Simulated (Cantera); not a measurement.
Charge: 1 mol Fe(CO)5, 0.055 mol O2, 0.23 mol H2, held at 13.3 mbar.

These are equilibrium values from Cantera (NASA tables, ideal gas, pure condensed phases), not measurements of a reactor. Candidate condensed phases: C, C6H6, C7H8, C8H18, Fe, Fe(CO)5, FeO, Fe(OH)2, Fe(OH)3, Fe2O3, Fe3O4, H2O; 114 gas species. Condensed phases not in the tables: cementite and carbon dissolved in iron. Equilibrium is a limit: real reactors are often held back by kinetics, nucleation or transport.

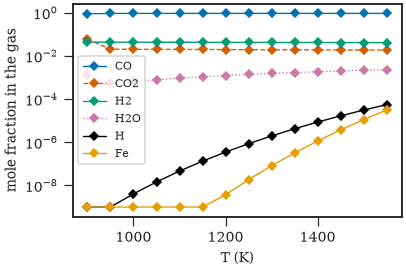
Figure. Equilibrium gas composition (values under 1e-9 drawn at 1e-9)

Read off the mole fractions at 1300 K.

CO about 0.94, H2 about 0.042, CO2 about 0.019, H2O about 0.0016, H about 2.0e-6, Fe about 8.2e-8.
